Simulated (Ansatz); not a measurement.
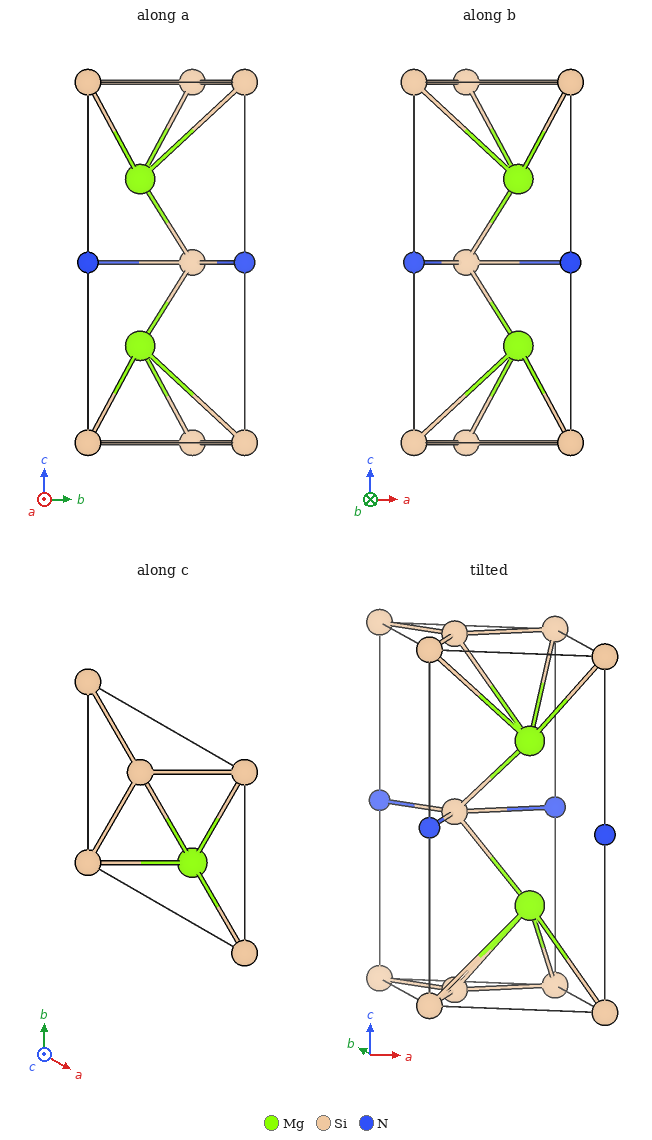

This ball-and-stick model is shown along the a axis, along the b axis, along the c axis and slightly off an axis. The conventional unit cell is outlined; an atom on or near a face, edge or corner is repeated at each equivalent position.

Lattice parameters: a = 3.8466 Å, b = 3.8466 Å, c = 7.6696 Å, α = 90.000°, β = 90.000°, γ = 120.000°.

Write down what is shown as a CIF in P1 with every atom of the cell, with free fractional coordinates to two decimals.

```cif
data_structure
_symmetry_space_group_name_H-M 'P 1'
_symmetry_Int_Tables_number 1
_cell_length_a 3.8466
_cell_length_b 3.8466
_cell_length_c 7.6696
_cell_angle_alpha 90.000
_cell_angle_beta 90.000
_cell_angle_gamma 120.000
_cell_volume 98.28
loop_
_atom_site_label
_atom_site_type_symbol
_atom_site_fract_x
_atom_site_fract_y
_atom_site_fract_z
_atom_site_occupancy
Mg1 Mg 0.6667 0.3333 0.73 1
Mg2 Mg 0.6667 0.3333 0.27 1
Si1 Si 0.00 0.00 0.00 1
Si2 Si 0.3333 0.6667 0.50 1
Si3 Si 0.3333 0.6667 0.00 1
N1 N 0.00 0.00 0.50 1
```

The cell started as a structure type filled with these elements by a generator (whether the compound takes this form wasn't checked). Earlier steps of the study, as a rule a relaxation of our own, may have changed the cell and positions, so they can lie some per cent off the listed ones. It was run through Ansatz as a DFT input.
